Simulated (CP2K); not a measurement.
# GFN2-xTB run of GeH2O2 (SMILES [OH][Ge][OH])

What is the energy difference between two shapes of GeH2O2 at GFN2-xTB? 

Program for the calculation: CP2K 2026.2.

3 further runs of the same task are left out: 2 that didn't finish, 1 set aside as unsound or not needed.

### 1 The structure to begin with

GeH2O2: 5 atoms, total charge 0, spin state singlet. As SMILES, `[OH][Ge][OH]`. The coordinates come from a PBE0-D4/def2-TZVP relaxation. This is one conformer, not always the lowest.

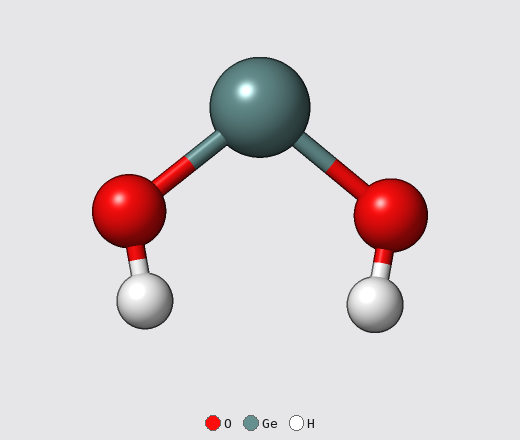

The structure, seen from a chosen angle (oxygen red, germanium teal, hydrogen white).

### 2 Energy and gradient at GFN2-xTB

File calc.py:

```python
import numpy as np
from ase import Atoms
from ase.calculators.cp2k import CP2K

atoms = Atoms(['O', 'Ge', 'O', 'H', 'H'],
              positions=[(-1.341000, -0.099500, -0.377400),
                         (-0.316400, -0.895800, 0.855300),
                         (1.281900, -0.142300, 0.570200),
                         (-0.940900, 0.550800, -0.961500),
                         (1.366400, 0.513200, -0.127900)])
atoms.set_cell([12.7, 11.4, 11.8])
atoms.center()
inp = """
&FORCE_EVAL
   METHOD QUICKSTEP
   &DFT
      &QS
         METHOD XTB
         EPS_DEFAULT 1.0E-10
         &XTB
            GFN_TYPE TBLITE
            &TBLITE
               METHOD GFN2
            &END TBLITE
            CHECK_ATOMIC_CHARGES F
         &END XTB
      &END QS
      # isolated system
      &POISSON
         PERIODIC NONE
         POISSON_SOLVER ANALYTIC
      &END POISSON
      &SCF
         SCF_GUESS ATOMIC
         EPS_SCF 1.0E-07
         MAX_SCF 150
         ADDED_MOS 4
         &DIAGONALIZATION
            ALGORITHM STANDARD
         &END DIAGONALIZATION
         &MIXING
            METHOD DIRECT_P_MIXING
            ALPHA 0.4
         &END MIXING
         &SMEAR ON
            METHOD FERMI_DIRAC
            ELECTRONIC_TEMPERATURE [K] 300
         &END SMEAR
      &END SCF
      # extra output
      &PRINT
         &MOMENTS
            PERIODIC F
            REFERENCE COM
            MAX_MOMENT 1
         &END MOMENTS
         &MO ON
            ENERGIES T
            OCCUPATION_NUMBERS T
            NDIGITS 6
            &EACH
               QS_SCF 0
            &END EACH
            ADD_LAST NUMERIC
         &END MO
         &HIRSHFELD OFF
         &END HIRSHFELD
      &END PRINT
   &END DFT
   # atoms, cell and kinds
   &SUBSYS
   &END SUBSYS
&END FORCE_EVAL
"""
calc = CP2K(command="cp2k.psmp -s", label="molecule", inp=inp, basis_set=None, basis_set_file=None, potential_file=None, pseudo_potential=None, xc=None, cutoff=None, max_scf=None, charge=None, uks=False,
            force_eval_method=None, print_level="LOW", poisson_solver=None, stress_tensor=False)
atoms.calc = calc
e = atoms.get_potential_energy()
f = atoms.get_forces()
print(f"energy = {e:.6f} eV")
print("forces (eV/angstrom):")
for s, v in zip(atoms.get_chemical_symbols(), f):
    print(f"{s:2s} {v[0]:10.5f} {v[1]:10.5f} {v[2]:10.5f}")
```

Launch:

```sh
$ OMP_NUM_THREADS=1 python calc.py
```

Standard output:

```text
energy = -304.090671 eV
forces (eV/angstrom):
O     0.41792    0.27500   -0.16316
Ge   -0.11297   -0.30474    0.30017
O    -0.20940    0.28534   -0.38986
H    -0.28393   -0.12375    0.04091
H     0.18838   -0.13185    0.21194
```

molecule.out, shortened:

```text
CP2K| version string:                                       CP2K version 2026.2
[...]
 GLOBAL| Method name                                                        CP2K
[...]
 GLOBAL| Run type                                                   ENERGY_FORCE
[...]
 *** WARNING in qs_kind_types.F:2330 :: Information provided in the input ***
 *** file regarding BASIS for KIND <O> will be ignored!                   ***
 *** WARNING in qs_kind_types.F:2330 :: Information provided in the input ***
 *** file regarding BASIS for KIND <Ge> will be ignored!                  ***
 *** WARNING in qs_kind_types.F:2330 :: Information provided in the input ***
 *** file regarding BASIS for KIND <H> will be ignored!                   ***
[...]
                             - Atoms:                                          5
[...]
                             - Spherical basis functions:                     19
[...]
 Number of electrons:                                                         18
[...]
  *** SCF run converged in    15 steps ***
[...]
  Fermi energy:                                                -0.25887656337594
[...]
 TB_DIPOLE| Moment [Debye]          0.11683262       0.31119025      -0.30967206
 TB_DIPOLE| Derivative [a.u.]       0.00000000       0.00000000       0.00000000
[...]
 ENERGY| Total FORCE_EVAL ( QS ) energy [hartree]            -11.175127015534921
[...]
```

It took 1.4 s on 1 thread of Intel Xeon Platinum 8488C (Sapphire Rapids), shared host; peak memory 0.19 GiB.

### 3 The distorted shape, same level

File calc.py:

```python
import numpy as np
from ase import Atoms
from ase.calculators.cp2k import CP2K

atoms = Atoms(['O', 'Ge', 'O', 'H', 'H'],
              positions=[(-1.293033, -0.078421, -0.363264),
                         (-0.311442, -0.888112, 0.867973),
                         (1.285804, -0.155486, 0.594672),
                         (-0.937268, 0.550626, -0.991075),
                         (1.394380, 0.507934, -0.145525)])
atoms.set_cell([12.7, 11.4, 11.9])
atoms.center()
cp2k_input = """
&FORCE_EVAL
   METHOD QS
   &DFT
      CHARGE 0
      MULTIPLICITY 1
      &QS
         METHOD XTB
         EPS_DEFAULT 1.0E-10
         &XTB
            GFN_TYPE TBLITE
            &TBLITE
               METHOD GFN2
            &END TBLITE
            CHECK_ATOMIC_CHARGES F
         &END XTB
      &END QS
      &POISSON
         PERIODIC NONE
         POISSON_SOLVER ANALYTIC
      &END POISSON
      &SCF
         SCF_GUESS ATOMIC
         EPS_SCF 1.0E-07
         MAX_SCF 150
         ADDED_MOS 4
         &DIAGONALIZATION
            ALGORITHM STANDARD
         &END DIAGONALIZATION
         &MIXING
            METHOD DIRECT_P_MIXING
            ALPHA 0.4
         &END MIXING
         &SMEAR ON
            METHOD FERMI_DIRAC
            ELECTRONIC_TEMPERATURE [K] 300
         &END SMEAR
      &END SCF
      &PRINT
         &MOMENTS
            PERIODIC F
            REFERENCE COM
            MAX_MOMENT 1
         &END MOMENTS
         &MO ON
            ENERGIES T
            OCCUPATION_NUMBERS T
            NDIGITS 6
            &EACH
               QS_SCF 0
            &END EACH
            ADD_LAST NUMERIC
         &END MO
         &HIRSHFELD OFF
         &END HIRSHFELD
      &END PRINT
   &END DFT
   &SUBSYS
   &END SUBSYS
&END FORCE_EVAL
"""
cp2k = CP2K(command="cp2k.psmp -s", label="calc", inp=cp2k_input, basis_set=None, basis_set_file=None, potential_file=None, pseudo_potential=None, xc=None, cutoff=None, max_scf=None, charge=None, uks=False,
            force_eval_method=None, print_level="LOW", poisson_solver=None, stress_tensor=False)
atoms.calc = cp2k
print("E / eV:", round(atoms.get_potential_energy(), 6))
forces = atoms.get_forces()
print(np.array2string(forces, precision=5, suppress_small=True))
print("largest force / (eV/A): %.4f" % np.linalg.norm(forces, axis=1).max())
```

Launch:

```sh
$ OMP_NUM_THREADS=1 python calc.py
```

Standard output:

```text
E / eV: -304.063383
[[ 0.09908  0.18157 -0.21672]
 [-0.10416 -0.33395  0.37638]
 [ 0.15196  1.26056 -1.4568 ]
 [-0.14377 -0.01524 -0.00358]
 [-0.00312 -1.09295  1.30073]]
largest force / (eV/A): 1.9325
```

calc.out, shortened:

```text
CP2K| version string:                                       CP2K version 2026.2
[...]
 GLOBAL| Method name                                                        CP2K
[...]
 GLOBAL| Run type                                                   ENERGY_FORCE
[...]
 *** WARNING in qs_kind_types.F:2330 :: Information provided in the input ***
 *** file regarding BASIS for KIND <O> will be ignored!                   ***
 *** WARNING in qs_kind_types.F:2330 :: Information provided in the input ***
 *** file regarding BASIS for KIND <Ge> will be ignored!                  ***
 *** WARNING in qs_kind_types.F:2330 :: Information provided in the input ***
 *** file regarding BASIS for KIND <H> will be ignored!                   ***
[...]
                             - Atoms:                                          5
[...]
                             - Spherical basis functions:                     19
[...]
 Number of electrons:                                                         18
[...]
  *** SCF run converged in    16 steps ***
[...]
  Fermi energy:                                                -0.25486156532721
[...]
 TB_DIPOLE| Moment [Debye]          0.07293931       0.30524425      -0.44372634
 TB_DIPOLE| Derivative [a.u.]       0.00000000       0.00000000       0.00000000
[...]
 ENERGY| Total FORCE_EVAL ( QS ) energy [hartree]            -11.174124196678202
[...]
```

It took 1.4 s on 1 thread of Intel Xeon Platinum 8488C (Sapphire Rapids), shared host; peak memory 0.19 GiB.

### 4 Summary of results

At GFN2-xTB:

```
                                                  quantity         value
                                 first shape: total energy  -11.17513 Eh
    first shape: dipole moment (from atomic charges alone)        0.45 D
                                  first shape: HOMO energy     -11.64 eV
                                  first shape: LUMO energy      -6.15 eV
                                first shape: HOMO–LUMO gap       5.49 eV
                             distorted shape: total energy  -11.17412 Eh
distorted shape: dipole moment (from atomic charges alone)        0.54 D
                              distorted shape: HOMO energy     -11.62 eV
                              distorted shape: LUMO energy      -6.04 eV
                            distorted shape: HOMO–LUMO gap       5.58 eV
                    energy change with the atoms displaced      0.027 eV
```

**Reading.** With the atoms displaced the energy rises by 0.03 eV (2.6 kJ/mol). The first shape isn't relaxed at this level, so the change isn't measured from a minimum. The dipole (first shape) comes from point charges on the atoms alone, without atomic dipoles, so it is partial. The dipole (distorted shape) comes from point charges on the atoms alone, without atomic dipoles, so it is partial.
